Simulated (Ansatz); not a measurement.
# Cu3Hg (built on the sites of a database entry of Li3Hg): a soft mode frozen in, part 2 of 3

Wanted: the energy along a soft mode of Cu3Hg (built on the sites of a database entry of Li3Hg) and the structure at the end.

Ansatz 0.2.0; DFT PBE+D3(BJ), scalar-relativistic, plane waves, PAW.

So far, highest frequency on the path or at a solved wavevector (cm⁻¹): step 2 (phonons on a q mesh) 213. Also lowest frequency on the path (cm⁻¹): step 2 -35.2.

The structure was built from a prototype and need not be the compound's stable phase.

## (5) Energy along the mode, all amplitudes (two of the runs are shown above)

An imaginary frequency means negative curvature, so the energy should fall and then rise again as anharmonic terms take over.

Numbers from this step:

| Item | Value |
| --- | --- |
| depth at the lowest point sampled | 2.46 meV/atom |
| largest atomic shift at that point | 0.22 Å |

The energy from the parent by largest atomic shift:

```tsv
largest atomic shift (Å)	energy from the parent (meV/atom)
0.000	0
0.040	-0.261
0.080	-0.963
0.140	-2.29
0.220	-2.46
0.320	6.07
```

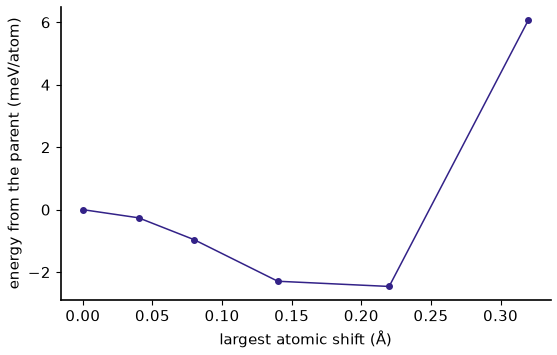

Energy from the parent, plotted against largest atomic shift.

Displacement at unit largest shift by atom:

```tsv
atom	x (Å)	y (Å)	z (Å)	size
Cu1	0.00	-0.65	-0.76	1.00
Cu2	0.00	0.65	0.76	1.00
Cu3	0.00	-0.65	-0.76	1.00
Cu4	0.00	0.65	0.76	1.00
Cu5	0.00	-0.47	-0.39	0.61
Cu6	0.00	0.47	0.39	0.61
Hg7	0.00	0.74	0.63	0.97
Hg8	0.00	-0.74	-0.63	0.97
```

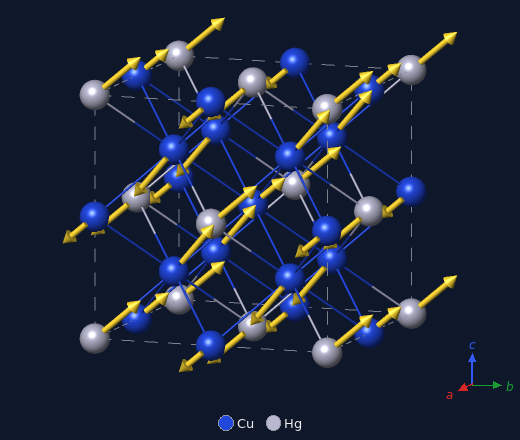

Displacement at unit largest shift as arrows, the longest 1.00 Å. Some periodic images of atoms are drawn too.

The lowest of the steps tried is at 0.22 Å, 2.46 meV/atom below the parent; the bottom of the well need not coincide with a step.

## (6) Relaxing from the distorted cell

Starting from the lowest point found, all atoms and the cell are let go, so that strain and other modes of the same symmetry can join in.

input.yaml reads:

```yaml
crystal:
  lattice:
    - [0.0, -3.009930578, -3.009930578]
    - [0.0, 3.009930578, -3.009930578]
    - [6.0198611561, 0.0, 0.0]
  atoms:
    - { symbol: Cu, position: [0.0515106764, 0.5042220408, 0.75] }
    - { symbol: Cu, position: [0.4484893236, -0.0042220408, 0.25] }
    - { symbol: Cu, position: [0.0515106764, 0.5042220408, 0.25] }
    - { symbol: Cu, position: [0.4484893236, -0.0042220408, 0.75] }
    - { symbol: Cu, position: [0.5314089198, 0.4974255873, 0.0] }
    - { symbol: Cu, position: [-0.0314089198, 0.0025744127, 0.5] }
    - { symbol: Hg, position: [-0.0499747881, 0.0040961526, 0.0] }
    - { symbol: Hg, position: [0.5499747881, 0.4959038474, 0.5] }
kpoints:
  mp_grid: { grid: [8, 8, 6] }
hamiltonian:
  xc: pbe
  dispersion: d3bj
scf:
  occupations: { method: methfessel_paxton, width: 0.2 }
output:
  forces: true
  stress: true
  eigenvalues: true
relax:
  adjacent_minimum: "off"
  f_tol: 0.002
  max_steps: 120
  cell: { stress_tol: 0.03 }
```

Run with:

```console
$ ansatz run input.yaml --threads 8 --pin off --max-ram 14336MiB --backend cpu --events-out ev --progress --plain --runs-dir out
```

Numbers of over 12 decimals in the logs are rounded to 6 here.

Log:

```text
[...]
Crystal: 8 atoms, lattice volume = 109.076 Å³
Basis set: ecut = 420 eV, 2157 PW (Γ), exchange–correlation on 60×60×90 points (8 copies of the dense FFT grid, shifted against one another)
Bands: 93, of which v1, the nominal top of the filled ones, is band 77 counted from 1 (76 counted from 0)
Symmetry: 4 space group operations
[...]
k-points: 136 of 384
[...]
SCF iter   1: F=—  HF=-67381.139346 eV  |F-HF|=—  |Δ(HF+E_count)|=         —  Δρ=1.78e-3  dr2=2.37e-3  ethr=1.77e-3  ⟨swp⟩=5.1  Hψ=38978  notcnv=0  defer=207
[...]
SCF iter   8: F=-67381.141438 eV  HF=-67381.141438 eV  |F-HF|=1.27e-8  |Δ(HF+E_count)|=   4.17e-8  S|Δr|=    0.00e0  Δρ=4.24e-6  dr2=1.31e-8  ethr=6.02e-11  ⟨swp⟩=4.0  Hψ=39514  notcnv=0
SCF 1 converged in 8 iterations: F = -67381.141438 eV  dr2 = 1.31e-8
[...]
relax step   1: F+E_penalty+E_count = -67381.14143780 eV  Δ(F+E_penalty+E_count) = +0.000e0 eV  max|allowed force component| = 8.058e-2 eV/Å  Δτ_max = 0.0000 Å  P = +0.271 GPa  Ω = 109.076 Å³  (8 SCF iters, dr2 threshold 1.00e-7 eV, accepted)
Crystal: 8 atoms, lattice volume = 109.068 Å³
Basis set: ecut = 420 eV, 2123 PW (Γ), exchange–correlation on 60×60×90 points (8 copies of the dense FFT grid, shifted against one another)
[...]
iter 1 solved again at ethr=1.22e-6 eV; its pass at ethr=3.10e-3 eV (dr2=1.88e-3 eV) is discarded
[...]
SCF iter   6: F=-67381.176850 eV  HF=-67381.176850 eV  |F-HF|=1.84e-7  |Δ(HF+E_count)|=   6.13e-7  S|Δr|=    0.00e0  Δρ=1.14e-5  dr2=1.90e-7  ethr=5.19e-10  ⟨swp⟩=5.8  Hψ=48494  notcnv=0
SCF 2 converged in 6 iterations: F = -67381.176850 eV  dr2 = 1.90e-7
relax step   2: F+E_penalty+E_count = -67381.17684996 eV  Δ(F+E_penalty+E_count) = -3.541e-2 eV  max|allowed force component| = 4.634e-2 eV/Å  Δτ_max = 0.0100 Å  P = +0.085 GPa  Ω = 109.068 Å³  energy of the carried Pulay correction = +5.442e-6 eV  (6 SCF iters, dr2 threshold 8.00e-7 eV, accepted)
Crystal: 8 atoms, lattice volume = 108.496 Å³
Basis set: ecut = 420 eV, 2115 PW (Γ), exchange–correlation on 60×60×90 points (8 copies of the dense FFT grid, shifted against one another)
[...]
SCF iter   7: F=-67381.258031 eV  HF=-67381.258031 eV  |F-HF|=2.42e-7  |Δ(HF+E_count)|=   2.21e-6  S|Δr|=    0.00e0  Δρ=1.61e-5  dr2=3.33e-7  ethr=5.19e-10  ⟨swp⟩=6.4  Hψ=67405  notcnv=0
SCF 3 converged in 7 iterations: F = -67381.258031 eV  dr2 = 3.33e-7
relax step   3: F+E_penalty+E_count = -67381.25803078 eV  Δ(F+E_penalty+E_count) = -8.118e-2 eV  max|allowed force component| = 1.498e-1 eV/Å  Δτ_max = 0.0465 Å  P = +0.498 GPa  Ω = 108.496 Å³  energy of the carried Pulay correction = +3.883e-4 eV  (7 SCF iters, dr2 threshold 8.00e-7 eV, accepted)
[... from here on, the SCF cycles and remarks between the steps are left out ...]
relax step   4: F+E_penalty+E_count = -67381.37175457 eV  Δ(F+E_penalty+E_count) = -1.137e-1 eV  max|allowed force component| = 7.688e-2 eV/Å  Δτ_max = 0.1171 Å  P = -2.801 GPa  Ω = 110.812 Å³  energy of the carried Pulay correction = -1.150e-3 eV  (8 SCF iters, dr2 threshold 8.00e-7 eV, accepted)
relax step   5: F+E_penalty+E_count = -67381.38005000 eV  Δ(F+E_penalty+E_count) = -8.295e-3 eV  max|allowed force component| = 1.134e-1 eV/Å  Δτ_max = 0.0750 Å  P = +0.413 GPa  Ω = 108.092 Å³  energy of the carried Pulay correction = +6.606e-4 eV  (8 SCF iters, dr2 threshold 8.00e-7 eV, accepted)
relax step   6: F+E_penalty+E_count = -67381.42308701 eV  Δ(F+E_penalty+E_count) = -4.304e-2 eV  max|allowed force component| = 5.716e-2 eV/Å  Δτ_max = 0.0458 Å  P = +0.331 GPa  Ω = 108.183 Å³  energy of the carried Pulay correction = +5.988e-4 eV  (7 SCF iters, dr2 threshold 8.00e-7 eV, accepted)
relax step   7: F+E_penalty+E_count = -67381.42499244 eV  Δ(F+E_penalty+E_count) = -1.905e-3 eV  max|allowed force component| = 6.835e-3 eV/Å  Δτ_max = 0.0085 Å  P = -0.010 GPa  Ω = 108.399 Å³  energy of the carried Pulay correction = +4.535e-4 eV  (7 SCF iters, dr2 threshold 5.21e-7 eV, accepted)
relax step   8: F+E_penalty+E_count = -67381.42505152 eV  Δ(F+E_penalty+E_count) = -5.908e-5 eV  max|allowed force component| = 2.174e-3 eV/Å  Δτ_max = 0.0025 Å  P = +0.019 GPa  Ω = 108.372 Å³  energy of the carried Pulay correction = +4.715e-4 eV  (6 SCF iters, dr2 threshold 9.69e-9 eV, accepted)
relax step   9: F+E_penalty+E_count = -67381.42503504 eV  Δ(F+E_penalty+E_count) = +1.649e-5 eV  max|allowed force component| = 6.342e-4 eV/Å  Δτ_max = 0.0008 Å  P = -0.016 GPa  Ω = 108.401 Å³  energy of the carried Pulay correction = +4.520e-4 eV  (7 SCF iters, dr2 threshold 2.95e-10 eV, accepted)
relax step  10: F+E_penalty+E_count = -67381.42875374 eV  Δ(F+E_penalty+E_count) = -3.719e-3 eV  max|allowed force component| = 1.132e-3 eV/Å  Δτ_max = 0.0000 Å  P = +0.118 GPa  Ω = 108.401 Å³  stress off target by 3.60e-1 GPa  SCF on the basis re-selected at this cell (its energy is not comparable with the rows above)  (9 SCF iters)
relax step  11: F+E_penalty+E_count = -67381.42913472 eV  Δ(F+E_penalty+E_count) = -3.810e-4 eV  max|allowed force component| = 2.335e-3 eV/Å  Δτ_max = 0.0039 Å  P = +0.013 GPa  Ω = 108.492 Å³  energy of the carried Pulay correction = -5.954e-5 eV  (5 SCF iters, dr2 threshold 3.24e-7 eV, accepted)
relax step  12: F+E_penalty+E_count = -67381.42914056 eV  Δ(F+E_penalty+E_count) = -5.837e-6 eV  max|allowed force component| = 9.677e-5 eV/Å  Δτ_max = 0.0010 Å  P = +0.003 GPa  Ω = 108.504 Å³  energy of the carried Pulay correction = -6.730e-5 eV  (6 SCF iters, dr2 threshold 3.79e-9 eV, accepted)
[...]
SCF iter   5: F=-67381.429217 eV  HF=-67381.429217 eV  |F-HF|=1.46e-11  |Δ(HF+E_count)|=  2.91e-11  S|Δr|=    0.00e0  Δρ=1.80e-7  dr2=2.72e-11  ethr=1.00e-12  ⟨swp⟩=5.3  Hψ=60553  notcnv=0
SCF 13 converged in 5 iterations: F = -67381.429217 eV  dr2 = 2.72e-11
relax step  13: F+E_penalty+E_count = -67381.42921680 eV  Δ(F+E_penalty+E_count) = -7.624e-5 eV  max|allowed force component| = 1.007e-4 eV/Å  Δτ_max = 0.0000 Å  P = +0.002 GPa  Ω = 108.504 Å³  stress off target by 2.72e-3 GPa  SCF on the basis re-selected at this cell (its energy is not comparable with the rows above)  (5 SCF iters)
[...]
SCF converged after 5 iterations
[...]
Free energy (F): -67381.429217 eV
[...]
Internal energy: -67381.429119 eV  (E = F + TS)
E sigma→0 (E₀):  -67381.429192 eV
Entropy (-TS):   -0.000098 eV (-0.012 meV/atom)
Fermi energy:    18.018608 eV
[...]
--- Forces (eV/Å), atoms counted from 1 ---
  atom   1  Cu     0.00010069    -0.00002213    -0.00001351
  atom   2  Cu     0.00010069     0.00002213     0.00001351
  atom   3  Cu    -0.00010069    -0.00002213    -0.00001351
  atom   4  Cu    -0.00010069     0.00002213     0.00001351
  atom   5  Cu     0.00000000     0.00003305     0.00002045
  atom   6  Cu     0.00000000    -0.00003305    -0.00002045
  atom   7  Hg     0.00000000     0.00006156     0.00008393
  atom   8  Hg     0.00000000    -0.00006156    -0.00008393
  max |Σ_I F_I| component: 1.36e-20 eV/Å
--- Stress (GPa, compression-positive) ---
        0.001235       0.000000       0.000000
        0.000000       0.001386       0.000920
        0.000000       0.000920       0.002084
  P = ⅓ Tr σ = 0.0016 GPa (0.016 kbar)
--- Band table (eV; the first three rows and the last of 136) ---
  k-point 0: bands = [... 73 lower, 16.3553, 16.7402, 17.1195, 17.2225, 18.3436, 20.5604, 22.2695, 22.7729, ... 12 higher]
  k-point 1: bands = [... 73 lower, 16.1834, 17.0453, 17.4331, 18.1360, 18.5739, 20.5206, 20.9420, 21.6657, ... 12 higher]
  k-point 2: bands = [... 73 lower, 15.9847, 18.0050, 18.1271, 18.6360, 19.7913, 19.8291, 20.3264, 20.8689, ... 12 higher]
  k-point 135: bands = [... 73 lower, 16.2325, 16.3658, 16.3658, 16.3883, 16.3883, 16.5917, 16.5917, 26.1822, ... 12 higher]
--- Relaxed structure (11 steps of the walk, 11 accepted, 2 SCFs on fresh bases) ---
  F+E_penalty+E_count = -67381.42921680 eV   max|allowed force component| = 1.007e-4 eV/Å   (the final SCF, on the basis selected at the relaxed cell)
  cell:  # Å, volume = 108.5035 Å³
    - [0.0, -3.314737, -3.314700]
    - [0.0, 3.077133, -3.077096]
    - [5.318920, 0.0, 0.0]
  atoms:
    - { symbol: Cu, position: [0.095521, 0.500002, 0.748644] }
    - { symbol: Cu, position: [0.404479, -1.539801608579916e-6, 0.248644] }
    - { symbol: Cu, position: [0.095521, 0.500002, 0.251356] }
    - { symbol: Cu, position: [0.404479, -1.539801608579916e-6, 0.751356] }
    - { symbol: Cu, position: [0.555250, 0.499998, 0] }
    - { symbol: Cu, position: [-0.055250, 1.9487328355542732e-6, 0.5] }
    - { symbol: Hg, position: [-0.097130, 9.344179355205706e-7, 0] }
    - { symbol: Hg, position: [0.597130, 0.499999, 0.5] }
```

It took 2.7 min on 8 threads of Arm Neoverse V2, shared host; peak memory 1.4 GiB; 21 min of CPU time.

Relaxation path:

```tsv
step	energy less that of the first step (eV)	largest force component (eV/Å)	pressure (GPa)	volume (Å³)
1	0.0000	0.0806	0.27	109.08
2	-0.0354	0.0463	0.09	109.07
3	-0.1166	0.1498	0.50	108.50
4	-0.2303	0.0769	-2.80	110.81
5	-0.2386	0.1134	0.41	108.09
6	-0.2816	0.0572	0.33	108.18
7	-0.2836	0.0068	-0.01	108.40
8	-0.2836	0.0022	0.02	108.37
9	-0.2836	0.0006	-0.02	108.40
10*	-0.2873	0.0011	0.12	108.40
11	-0.2877	0.0023	0.01	108.49
12	-0.2877	0.0001	0.00	108.50
13*	-0.2878	0.0001	0.00	108.50
```

Relaxation steps marked * repeat the geometry before them on a plane-wave basis chosen anew for their cell, so energy and pressure can jump there.

Forces are held to the 4 operations that the run works with; a distortion that breaks them can't arise in this run.

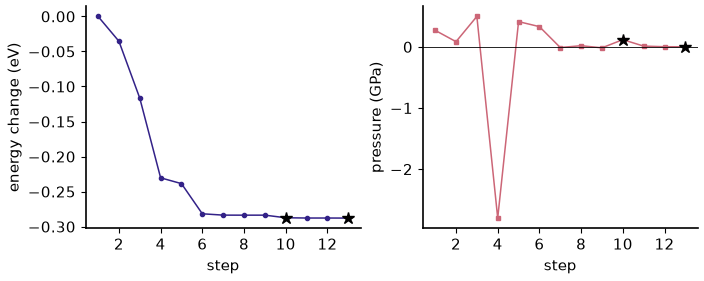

Energy and pressure along the relaxation. Stars mark steps on a basis chosen anew.

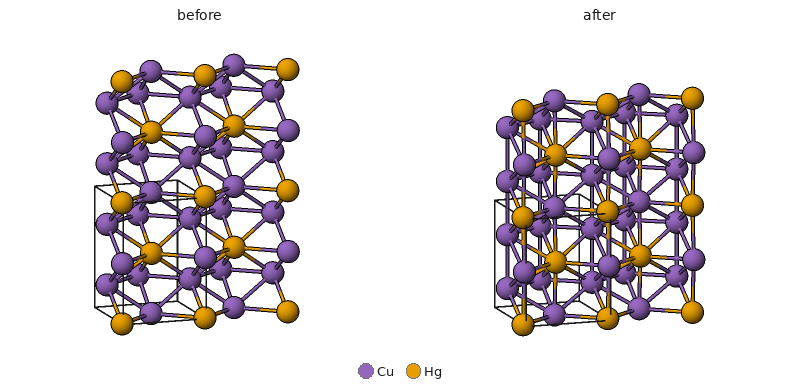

Before and after, at one scale.

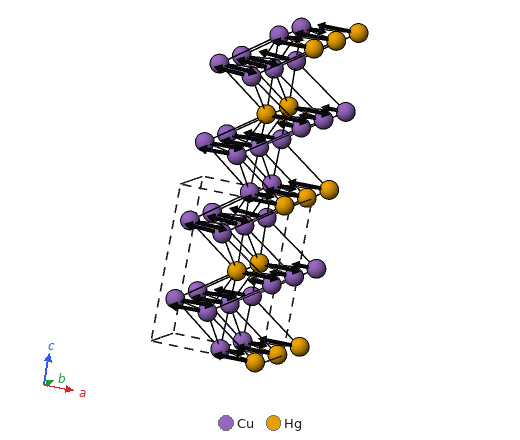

Displacements in the relaxation, exaggerated, measured against the changing cell; the longest in the cell stands for 0.22 Å. 1×2×2 cells are drawn. Some periodic images of atoms are drawn too.

```tsv
cell as run	before	after	change
a (Å)	4.257	4.688	+10.1 %
b (Å)	4.257	4.352	+2.2 %
c (Å)	6.020	5.319	-11.6 %
volume (Å³/atom)	13.63	13.56	-0.5 %
```

The atoms that moved most (Å, as changes of fractional coordinates times the final cell):

```tsv
atom	dx	dy	dz	length
Hg7	0.000	0.144	0.169	0.222
Hg8	0.000	-0.144	-0.169	0.222
Cu3	0.007	-0.159	-0.133	0.207
Cu1	-0.007	-0.159	-0.133	0.207
Cu4	0.007	0.159	0.133	0.207
Cu2	-0.007	0.159	0.133	0.207
Cu6	0.000	0.071	0.087	0.112
Cu5	0.000	-0.071	-0.087	0.112
```

Numbers from this step:

- pressure: 0.001568 GPa
- volume per atom: 13.56 Å³

The distorted start has space group P2_1/m; the relaxation ends in Pmmn.

## (7) The new phase in its own primitive cell

The relaxed structure is symmetrised, reduced to its primitive cell and relaxed tightly, as its phonons need.

input.yaml reads:

```yaml
crystal:
  lattice:
    - [4.351696711, 0.0, 0.0]
    - [0.0, 5.3189202857, 0.0]
    - [0.0, 0.0, 4.6877204098]
  atoms:
    - { symbol: Cu, position: [0.0, 0.2513563532, 0.8455213972] }
    - { symbol: Cu, position: [0.5, 0.7513563532, 0.1544786028] }
    - { symbol: Cu, position: [0.0, 0.7486436468, 0.8455213972] }
    - { symbol: Cu, position: [0.5, 0.2486436468, 0.1544786028] }
    - { symbol: Cu, position: [0.0, 0.0, 0.3052501271] }
    - { symbol: Cu, position: [0.5, 0.5, 0.6947498729] }
    - { symbol: Hg, position: [0.5, 0.0, 0.6528697687] }
    - { symbol: Hg, position: [0.0, 0.5, 0.3471302313] }
kpoints:
  mp_grid: { grid: [8, 8, 8] }
hamiltonian:
  xc: pbe
  dispersion: d3bj
scf:
  occupations: { method: methfessel_paxton, width: 0.2 }
output:
  forces: true
  stress: true
  eigenvalues: true
relax:
  adjacent_minimum: "off"
  f_tol: 0.001
  max_steps: 60
  cell: { stress_tol: 0.01 }
```

Log:

```text
[...]
Crystal: 8 atoms, lattice volume = 108.504 Å³
Basis set: ecut = 420 eV, 2129 PW (Γ), exchange–correlation on 60×72×64 points (8 copies of the dense FFT grid, shifted against one another)
Bands: 93, of which v1, the nominal top of the filled ones, is band 77 counted from 1 (76 counted from 0)
Symmetry: 8 space group operations
[...]
k-points: 125 of 512
[...]
- [0, 5.323792, 0]
    - [0, 0, 4.707016]
  atoms:
    - { symbol: Cu, position: [0, 0.251889, 0.846844] }
    - { symbol: Cu, position: [0.5, 0.751889, 0.153156] }
    - { symbol: Cu, position: [0, 0.748111, 0.846844] }
    - { symbol: Cu, position: [0.5, 0.248111, 0.153156] }
    - { symbol: Cu, position: [0, 0, 0.304280] }
    - { symbol: Cu, position: [0.5, 0.500000, 0.695720] }
    - { symbol: Hg, position: [0.5, 0, 0.651141] }
    - { symbol: Hg, position: [0, 0.500000, 0.348859] }
[key lines of the parts left out:]
SCF converged after 6 iterations
Free energy (F): -67381.412337 eV
Fermi energy:    17.993077 eV
P = ⅓ Tr σ = 0.0010 GPa (0.010 kbar)
```

It took 62 s on 8 threads; peak memory 1.4 GiB.

Relaxation path:

```tsv
step	energy less that of the first step (eV)	largest force component (eV/Å)	pressure (GPa)	volume (Å³)
1	0.0000	0.0124	0.01	108.50
2	-0.0008	0.0080	-0.02	108.53
3	-0.0013	0.0077	0.07	108.47
4	-0.0013	0.0031	-0.07	108.58
5	-0.0014	0.0007	0.00	108.54
6	-0.0014	0.0004	0.00	108.53
7*	-0.0014	0.0004	0.00	108.53
```

Relaxation steps marked * repeat the geometry before them on a plane-wave basis chosen anew for their cell, so energy and pressure can jump there.

Forces are held to the 8 operations that the run works with; a distortion that breaks them can't arise in this run.

```tsv
conventional cell, symmetrised	before	after	change
a (Å)	4.352	4.331	-0.5 %
b (Å)	5.319	5.324	+0.1 %
c (Å)	4.688	4.707	+0.4 %
volume (Å³/atom)	13.56	13.57	+0.0 %
```

Numbers from this step:

```yaml
pressure: 9.71e-4 GPa
volume_per_atom: 13.57 Å³
```

The largest force component left is 0.39 meV/Å and the pressure is 0.001 GPa, within the tolerances set. The cell now holds 13.57 Å³/atom.

[end of part 2 of 3]

[Logs are printed without paths, hosts, clocks, repeated set-up lines and the standing remarks that a program may print on its own settings, such as how far it seeks lower states.]

[Hosts, paths, dates, database ids (printed as entryN), source tags and the programs' standing remarks are cut or masked in the printed files.]
